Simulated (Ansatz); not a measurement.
Molecule (SMILES): [BH2] (BH2), doublet.
Atoms: B1, H2, H3. Bonds: B1-H2, B1-H3.

Basis-set convergence of the optimised B1-H2 bond length at PBE with Ansatz (a quantum-chemistry and plane-wave program). Cartesian d functions, on some or all atoms, in 6-31G*, 6-31G**; all else is spherical. The program fits the integrals of some runs and decomposes those of others, by size. Open shells are unrestricted. No added dispersion term, no relativity. Reference: the value in pcseg-4, 1.1960 Å. Deviations are taken from unrounded values.

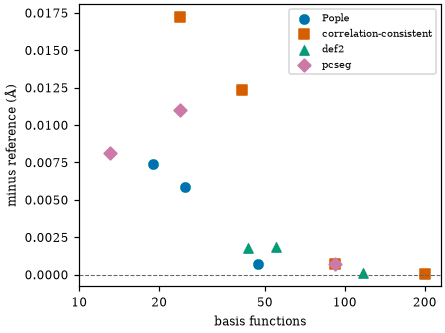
Deviation from the reference against the number of basis functions, by family of sets.

```tsv
basis	functions	optimised B1-H2 bond length (Å)	minus reference (Å)
pcseg-0	13	1.2041	0.0081
6-31G*	19	1.2034	0.0074
cc-pVDZ	24	1.2132	0.0172
pcseg-1	24	1.2071	0.0110
6-31G**	25	1.2019	0.0058
aug-cc-pVDZ	41	1.2083	0.0123
def2-TZVP	43	1.1978	0.0018
6-311++G(2d,2p)	47	1.1968	0.0007
def2-TZVPD	55	1.1979	0.0018
aug-cc-pVTZ	92	1.1967	0.0007
aug-pcseg-2	92	1.1967	0.0007
def2-QZVPP	117	1.1961	0.0001
cc-pV5Z	201	1.1961	0.0001
```
